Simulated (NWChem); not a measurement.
**SiH2Cl2 (dichlorosilane (DCS)): levels of theory compared**

We compute a comparison of 6 runs (wB97X/6-311+G**, B3LYP/6-31G*, B2PLYP/6-311+G**, BHLYP/6-311+G**, CAM-B3LYP/6-311+G**, M06-2X/6-311+G**) of SiH2Cl2 (dichlorosilane (DCS)). 

The calculation is run with NWChem 7.3.0.

**1. The structure to begin with**

The species is SiH2Cl2 (5 atoms), meant as a singlet with charge 0. SMILES: `Cl[SiH2]Cl`. The coordinates come from a PBE0-D4/def2-TZVP relaxation.

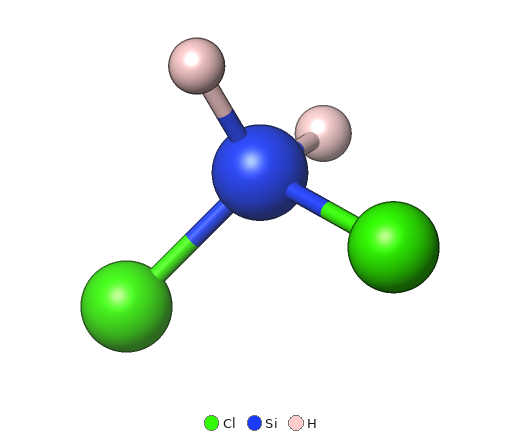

Viewed from a chosen angle; chlorine green, silicon blue, hydrogen pink.

**2. Energy and forces at wB97X/6-311+G(d,p) (run 1)**

Input file calc.nw:

```
start calc
title "Cl2H2Si gradient"
memory 2200 mb
charge 0

geometry units angstrom noautosym nocenter noautoz
  Cl    -1.036100    -0.393400     1.609300
  Si     0.136800    -0.071700    -0.028900
  Cl    -0.799200     1.196800    -1.324000
  H      0.352000    -1.362200    -0.711200
  H      1.396500     0.556600     0.413400
end

basis spherical bse
  * library 6-311+G**
end

dft
  xc wb97x
  mult 1
  grid fine
  convergence energy 1e-08
  maxiter 100
  mulliken
  print low
end

task dft gradient
```

Run with:

```bash
$ nwchem calc.nw > calc.out
```

What it wrote:

```text
[...]
 d= 0,ls=0.0,diis     1  -1211.1490693016 -1.40D+03  6.46D-03  1.51D+00     3.4
[...]
 d= 0,ls=0.0,diis     8  -1211.2031325445 -6.14D-09  1.24D-06  3.41D-09    25.6
         Total DFT energy =    -1211.203132544469
      One electron energy =    -2055.424588324688
           Coulomb energy =      730.470514817448
    Exchange-Corr. energy =      -78.212493929525
 Nuclear repulsion energy =      191.963434892297
[...]
      Total Density - Mulliken Population Analysis
     ---------------------------------------------
    Atom       Charge   Shell Charges
 -----------   ------   -------------------------------------------------------
    1 Cl  17    17.17   0.78  1.19  0.89  1.09  0.99  1.03  7.42 -1.51  1.09  3.03  1.36 -0.07 -0.13  0.02
    2 Si  14    13.47   0.79  1.18  0.95  1.03  0.84  0.40  1.97  3.90  0.64  1.36 -0.03  0.10  0.09  0.25
    3 Cl  17    17.17   0.78  1.19  0.89  1.09  0.99  1.03  7.42 -1.51  1.09  3.03  1.36 -0.07 -0.13  0.02
    4 H    1     1.09   0.25  0.57  0.26  0.01
    5 H    1     1.09   0.25  0.57  0.26  0.01
[...]
                         DFT ENERGY GRADIENTS
    atom               coordinates                        gradient
                 x          y          z           x          y          z
   1 Cl     -1.957945  -0.743418   3.041136    0.001401   0.000284  -0.001788
   2 Si      0.258515  -0.135493  -0.054613   -0.004777   0.002160   0.000759
   3 Cl     -1.510269   2.261624  -2.501997    0.001166  -0.001454   0.001396
   4 H       0.665184  -2.574185  -1.343973    0.000773  -0.001103  -0.000540
   5 H       2.639002   1.051821   0.781213    0.001437   0.000114   0.000174
 Task  times  cpu:       37.4s     wall:       37.4s
 Total times  cpu:       37.4s     wall:       37.4s
```

It took 38 s on 1 thread of AMD EPYC 9R45 (Zen 5), shared host; peak memory 0.12 GiB.

**3. Energy and gradient at B3LYP/6-31G(d) (spherical functions) (run 2)**

Input file input.nw:

```
start input
title "Cl2H2Si gradient"
memory total 2200 mb
geometry noautosym nocenter noautoz
  Cl      -1.036100      -0.393400       1.609300
  Si       0.136800      -0.071700      -0.028900
  Cl      -0.799200       1.196800      -1.324000
  H        0.352000      -1.362200      -0.711200
  H        1.396500       0.556600       0.413400
end
basis "ao basis" spherical bse
  * library 6-31G*
end
dft
  xc b3lyp
  grid xfine
  convergence energy 1e-08
  maxiter 100
  mulliken
end
task dft gradient
```

Run with:

```bash
$ nwchem input.nw > input.out
```

What it wrote:

```text
[...]
          Wavefunction type:  closed shell.
          No. of atoms     :     5
          No. of electrons :    50
[...]
          Charge           :     0
          Spin multiplicity:     1
[...]
          AO basis - number of functions:    58
[...]
              XC Information
              --------------
                         B3LYP Method XC Potential
                     Hartree-Fock (Exact) Exchange  0.200
                        Slater Exchange Functional  0.800 local
                    Becke 1988 Exchange Functional  0.720 non-local
              Lee-Yang-Parr Correlation Functional  0.810
                  VWN I RPA Correlation Functional  0.190 local
[...]
 d= 0,ls=0.0,diis     1  -1211.1231628177 -1.40D+03  1.83D-02  3.70D-01     0.9
[...]
 d= 0,ls=0.0,diis     8  -1211.1716029527 -5.35D-10  7.30D-07  2.93D-09     5.7
         Total DFT energy =    -1211.171602952706
      One electron energy =    -2055.561256249721
           Coulomb energy =      730.731001796320
    Exchange-Corr. energy =      -78.304783391601
 Nuclear repulsion energy =      191.963434892297
[...]
      Total Density - Mulliken Population Analysis
     ---------------------------------------------
    Atom       Charge   Shell Charges
 -----------   ------   -------------------------------------------------------
    1 Cl  17    17.22   2.00  2.00  5.97  1.41  3.65  0.54  1.63  0.02
    2 Si  14    13.50   2.00  2.00  5.96  1.04  1.83  0.17  0.24  0.26
    3 Cl  17    17.22   2.00  2.00  5.97  1.41  3.65  0.54  1.63  0.02
    4 H    1     1.04   0.51  0.52
    5 H    1     1.04   0.51  0.52
[...]
  wavefunction    = closed shell
                         DFT ENERGY GRADIENTS
    atom               coordinates                        gradient
                 x          y          z           x          y          z
   1 Cl     -1.957945  -0.743418   3.041136    0.005006   0.002061  -0.008168
   2 Si      0.258515  -0.135493  -0.054613   -0.007960   0.003589   0.001276
   3 Cl     -1.510269   2.261624  -2.501997    0.003823  -0.006043   0.006758
   4 H       0.665184  -2.574185  -1.343973   -0.000342   0.000367   0.000167
   5 H       2.639002   1.051821   0.781213   -0.000526   0.000026  -0.000032
[...]
```

It took 8.1 s on 1 thread of AMD EPYC 9R45 (Zen 5), shared host; peak memory 0.13 GiB.

Runs 3 to 5 aren't shown in full; the table further down has their settings and results.

**4. Energy and gradient at M06-2X/6-311+G(d,p) (run 6)**

Input file nw.xyz:

```xyz
5
Cl2H2Si
Cl    -1.036100    -0.393400     1.609300
Si     0.136800    -0.071700    -0.028900
Cl    -0.799200     1.196800    -1.324000
H      0.352000    -1.362200    -0.711200
H      1.396500     0.556600     0.413400
```

Input file run.py:

```python
from ase.io import read
from ase.calculators.nwchem import NWChem

molecule = read('nw.xyz')

calc = NWChem(
    label='nw',
    theory='dft',
    memory='2200 mb',
    basis='6-311+G**',
    basispar='spherical bse',
    dft={'xc': 'm06-2x', 'mult': '1', 'grid': 'fine', 'convergence': 'energy 1e-08', 'iterations': '100', 'mulliken': None},
)
molecule.calc = calc

forces = molecule.get_forces()
print(f"energy = {molecule.get_potential_energy():.6f} eV")
print("forces (eV/A):")
for s, f in zip(molecule.symbols, forces):
    print(f"{s:2s} {f[0]:10.5f} {f[1]:10.5f} {f[2]:10.5f}")
print("dipole (e A):", molecule.get_dipole_moment().round(4))
```

Run with:

```bash
$ export ASE_NWCHEM_COMMAND="nwchem PREFIX.nwi > PREFIX.nwo"
$ python run.py
```

What it wrote:

```text
energy = -32957.346879 eV
forces (eV/A):
Cl   -0.11267   -0.02041    0.13961
Si    0.43482   -0.19597   -0.06983
Cl   -0.09385    0.11405   -0.10732
H    -0.06202    0.14686    0.07487
H    -0.16630   -0.04453   -0.03738
dipole (e A): [ 0.3257 -0.1462 -0.053 ]
```

The calculator wrote nw.nwi:

```
title "nw"

permanent_dir nw

scratch_dir nw

start nw

geometry units angstrom nocenter noautosym noautoz
  Cl -1.0361000000000000e+00 -3.9340000000000003e-01 1.6093000000000000e+00
  Si 1.3680000000000000e-01 -7.1700000000000000e-02 -2.8899999999999999e-02
  Cl -7.9920000000000002e-01 1.1968000000000001e+00 -1.3240000000000001e+00
  H  3.5199999999999998e-01 -1.3622000000000001e+00 -7.1120000000000005e-01
  H  1.3965000000000001e+00 5.5659999999999998e-01 4.1339999999999999e-01
end

memory 2200 mb

basis spherical bse noprint
   * library 6-311+G**
end

dft
  xc m06-2x
  mult 1
  grid fine
  convergence energy 1e-08
  iterations 100
  mulliken
end

task dft gradient
```

nw.nwo:

```text
Northwest Computational Chemistry Package (NWChem) 7.3.0
             --------------------------------------------------------

           Job information
           ---------------

    nwchem branch   = 7.3.0
    use scalapack   = T
    input           = nw.nwi
    prefix          = nw.
    data base       = nw/nw.db
    status          = startup
    nproc           =        1

           Memory information
           ------------------

    heap     =     72089600 doubles =      550.0 Mbytes
    stack    =     72089597 doubles =      550.0 Mbytes
    global   =    144179200 doubles =     1100.0 Mbytes (distinct from heap & stack)
    total    =    288358397 doubles =     2200.0 Mbytes
    verify   = yes
    hardfail = no

           Directory information
           ---------------------

  0 permanent = nw
  0 scratch   = nw

                                NWChem Input Module
                                -------------------

                                        nw
                                        --

[... 86 lines left out ...]
  convergence criterion.
[... 17 lines left out ...]
          Convergence on gradient requested:  5.00D-04
[... 24 lines left out ...]
          Convergence aids based upon iterative change in
[... 28 lines left out ...]
 1-e energy   =   -2054.055643
[... 39 lines left out ...]
         Total DFT energy =    -1211.160168366389
[... 2 lines left out ...]
    Exchange-Corr. energy =      -78.183202568627
[... 802 lines left out ...]
          Convergence on energy requested:  1.00D-08
[... 22 lines left out ...]
          Spatial weights used:  Erf1
[... 4 lines left out ...]
          total energy or number of iterations.
[... 18 lines left out ...]
                            NWChem DFT Gradient Module
                            --------------------------

                                        nw

  charge          =   0.00
  wavefunction    = closed shell

                         DFT ENERGY GRADIENTS

    atom               coordinates                        gradient
                 x          y          z           x          y          z
   1 Cl     -1.957945  -0.743418   3.041136    0.002191   0.000397  -0.002715
   2 Si      0.258515  -0.135493  -0.054613   -0.008456   0.003811   0.001358
   3 Cl     -1.510269   2.261624  -2.501997    0.001825  -0.002218   0.002087
   4 H       0.665184  -2.574185  -1.343973    0.001206  -0.002856  -0.001456
   5 H       2.639002   1.051821   0.781213    0.003234   0.000866   0.000727

                 ----------------------------------------
                 |  Time  |  1-e(secs)   |  2-e(secs)   |
                 ----------------------------------------
                 |  CPU   |       0.00   |       1.96   |
                 ----------------------------------------
                 |  WALL  |       0.00   |       1.96   |
                 ----------------------------------------

 Task  times  cpu:       11.0s     wall:       11.0s
 Total times  cpu:       11.0s     wall:       11.0s
```

Wall time 12 s (1 thread of AMD EPYC 9R45 (Zen 5), shared host); peak memory 0.12 GiB.

**5. All runs side by side**

| run | level | integration grid | task | energy (Eh) | largest force (eV/Å) | wall time |
| --- | --- | --- | --- | --- | --- | --- |
| 1 | wB97X/6-311+G** | fine | gradient | -1211.203133 | 0.272 | 38 s |
| 2 | B3LYP/6-31G* (spherical functions) | xfine | gradient | -1211.171603 | 0.506 | 8.1 s |
| 3 | B2PLYP/6-311+G** | fine | energy | -1210.788260 | – | 8.4 s |
| 4 | BHLYP/6-311+G** | fine | gradient | -1211.213367 | 0.487 | 9.9 s |
| 5 | CAM-B3LYP/6-311+G** | fine | gradient | -1211.246032 | 0.412 | 36 s |
| 6 | M06-2X/6-311+G** | fine | gradient | -1211.160168 | 0.482 | 12 s |

**6. Summary of results**

```
                       quantity           value
            run 6: total energy  -1211.16017 Eh
           run 6: dipole moment          1.73 D
             run 6: HOMO energy       -10.48 eV
             run 6: LUMO energy         0.14 eV
           run 6: HOMO–LUMO gap        10.62 eV
run 6: largest force on an atom      0.482 eV/Å
```

Over runs 2, 3, 4, 5, 6 the dipole moment (its size) runs from 1.56 D (B3LYP/6-31G*) to 1.73 D (M06-2X/6-311+G**). The two ends differ in method and basis. Over runs 2, 4, 5, 6 the HOMO–LUMO gap runs from 8.72 eV (B3LYP/6-31G*) to 11.05 eV (CAM-B3LYP/6-311+G**). Totals of different functionals can't be ranked against each other. All runs together took 1.9 min, the longest 38 s.
